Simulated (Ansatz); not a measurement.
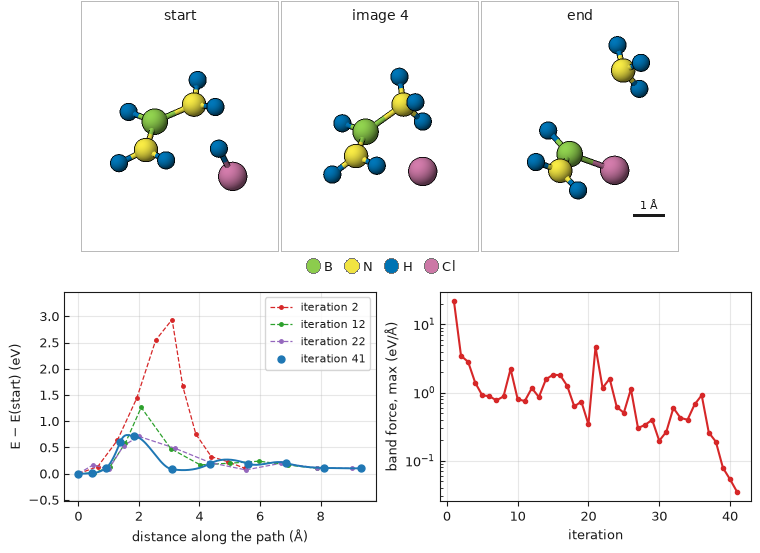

NEB run on BN₂H₆Cl. Images are numbered from 0 (start) to 10 (end). The plot follows the band through its iterations. The picture is a ball-and-stick view, seen from a free direction.

All numbers below come from RHF/def2-SVP (Ansatz). Settings: 9 movable images; climbing image; force threshold 0.05 eV/Å; iteration limit 60; starting path through a guess of the saddle point.

Question: Did the band converge, and can the barrier be trusted?

Answer: The run is converged, with reservations. The band converged in 41 iterations. The largest component of the band force went from 22 to 0.035 eV/Å. The climbing image converged on the top of the path. Its vibrational analysis gives one imaginary mode (177i cm⁻¹), as a transition state must have. The first iteration put the highest image at 5.26 eV. The highest point, image 4, lies 0.71 eV above the start and 0.61 eV above the end; the end is at +0.10 eV relative to the start. The profile has 3 maxima (images 4, 6, 8) with a dip at image 5 (+0.08 eV), so the process runs in steps.

Limits of the set-up: Hartree-Fock leaves out electron correlation.

Cost: 8.4 min on 1 thread of Arm Neoverse V1, with other jobs on the host, peak memory 0.16 GiB.
